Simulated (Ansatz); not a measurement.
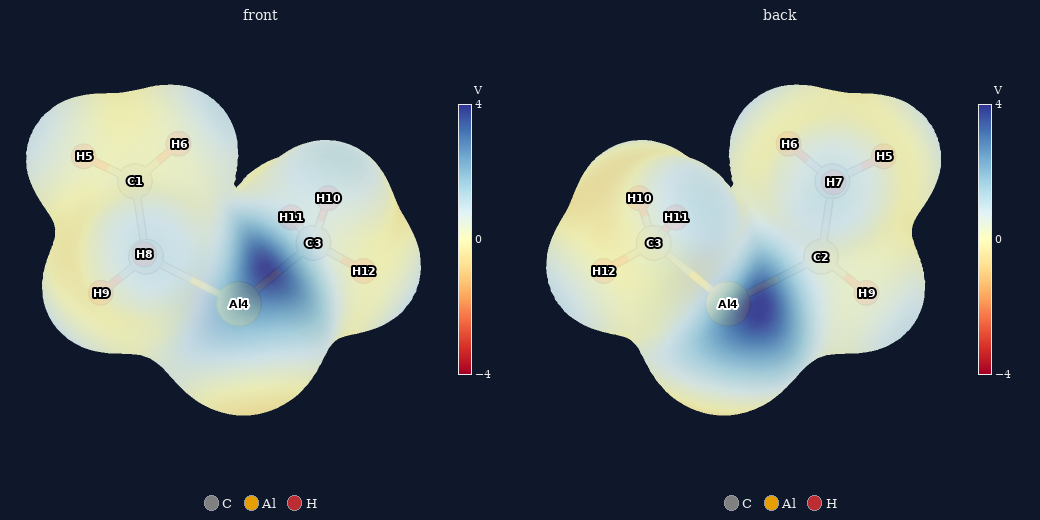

*C₃H₈Al (SMILES C[CH2][Al][CH3]) (doublet). The molecular electrostatic potential painted on the density surface at 0.004 e/bohr³, seen from the front and from behind; the colour scale runs from red (negative) to blue (positive).*

Geometry: r2SCAN-D4/def2-SVP.

These are results of Ansatz, isolated molecule in a Gaussian basis; Kohn-Sham density functional theory, functional PBE0, not measurements.

| atom | x (Å) | y (Å) | z (Å) |
| --- | --- | --- | --- |
| C | -0.6520 | -0.0038 | 0.0217 |
| C | 0.7185 | -0.6484 | -0.2242 |
| C | 1.7511 | 1.3844 | 2.2774 |
| Al | 2.2200 | 0.1449 | 0.8128 |
| H | -1.4582 | -0.5059 | -0.5423 |
| H | -0.9371 | -0.0354 | 1.0867 |
| H | -0.6670 | 1.0577 | -0.2778 |
| H | 0.6900 | -1.7265 | 0.0355 |
| H | 0.9695 | -0.6409 | -1.3017 |
| H | 1.1278 | 0.8548 | 3.0226 |
| H | 1.1303 | 2.2117 | 1.8853 |
| H | 2.6056 | 1.8271 | 2.8116 |

Which sites attract a positive test charge, and which a negative one?

Answer. A positive charge is drawn to the negative regions and a negative charge to the positive ones. The most negative region (about −0.4 V) lies over C3, the most positive (about +3.8 V) over Al4.

What dipole moment does the calculation give?

Answer. Its dipole moment is 0.41 D.
